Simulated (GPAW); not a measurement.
Consider CuPd (Skaergaardite, Pm-3m).

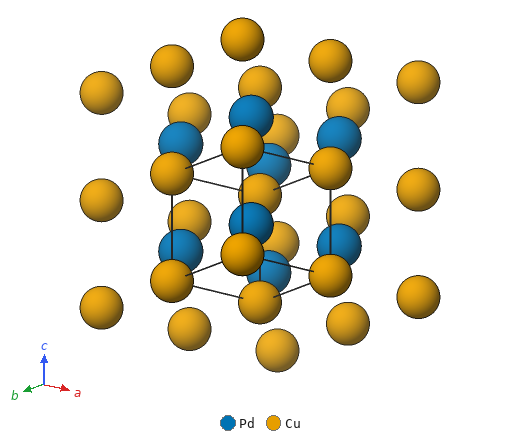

The structure (palladium blue, copper orange). 2×2×2 cells are drawn. Some periodic images of atoms are drawn too.

```xyz
2
Lattice="2.9880 0.0000 0.0000 0.0000 2.9880 0.0000 0.0000 0.0000 2.9880" Properties=species:S:1:pos:R:3 pbc="T T T"
Pd    1.4940    1.4940    1.4940
Cu    0.0000    0.0000    0.0000
```

Absorber: atom 2, with 8 Pd at 2.59 Å and 6 Cu at 2.99 Å (cube and octahedron, as in bcc, site symmetry m-3m). Method: GPAW, LDA, excited-electron core hole (neutral cell), 18-atom cell with 6.7 Å between holes, 5×5×5 k points, dipole transitions, Gaussian full width 1.55 eV up to 4 eV, rising linearly to 3.5 eV at 25 eV.

The database entry behind the starting cell differs from later determinations by our own check (about 0.35 % long), so it need not match the best structure at ambient conditions.

**Question.** Where do the maxima of the Cu K edge fall?

Main maxima up to 30 eV above the zero (height): 2.6 eV (0.60), 10.2 eV (1.56) and 17.4 eV (1.18). A K edge sees empty p states on the absorber. The total-energy difference is 8990.29 eV. One term is added: -29.79 eV, since the hole is spin-paired here and a spin-polarised one costs that much less in the free atom (computed apart). The photon energy is then 8960.50 eV. The tabulated edge of the element is 8979 eV. The functional leaves an error in such absolute values: in the free atom LDA prices this hole 18.3 eV below PBE (computed apart), and PBE is itself good to a few eV.

The Cu K spectrum (energy from the lowest empty level; intensity scaled to a mean of 1 over the first 20 eV):

```csv
E (eV),intensity
-2.0,0.00
-0.5,0.07
1.0,0.44
2.5,0.60
4.0,0.55
5.5,0.46
7.0,0.77
8.5,1.25
10.0,1.56
11.5,1.51
13.0,1.36
14.5,1.24
16.0,1.12
17.5,1.18
19.0,1.07
20.5,0.90
22.0,0.80
23.5,0.79
25.0,0.81
26.5,0.85
28.0,0.87
29.5,0.92
31.0,1.06
```

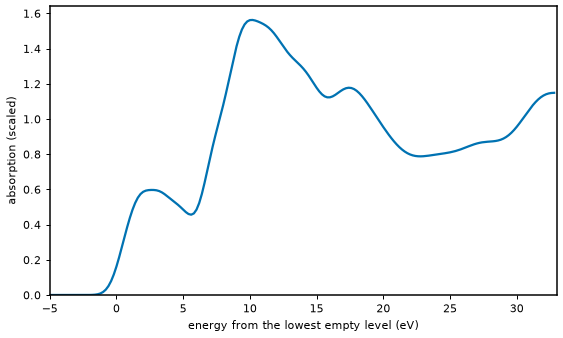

The Cu K edge.

The script folds with a Gaussian, whereas the core hole's own line is a Lorentzian, so the onset is too steep and the first peak too high. Lifetime broadening is put in by hand, and intensities beyond about 20 eV depend on it and on the partial waves; weight that the partial waves miss at high energy is lost. The structure is a published determination, not relaxed.

[Banner, clock and machine lines of the logs are left out without a mark of their own.]

[Logs are printed without paths, hosts, clocks, repeated set-up lines and the standing remarks that a program may print on its own settings, such as how far it seeks lower states.]

[Hosts, paths, dates, database ids (printed as entryN), source tags and the programs' standing remarks are cut or masked in the printed files.]

[Lists of maxima count a maximum above −3 eV only where it reaches 4 % of the highest in the window and stands out from its surroundings by 2 % of it (1.5 % where it reaches 55 %); shoulders and weaker maxima are passed over, and of the rest the first, up to two pre-edge ones and the few strongest are named.]
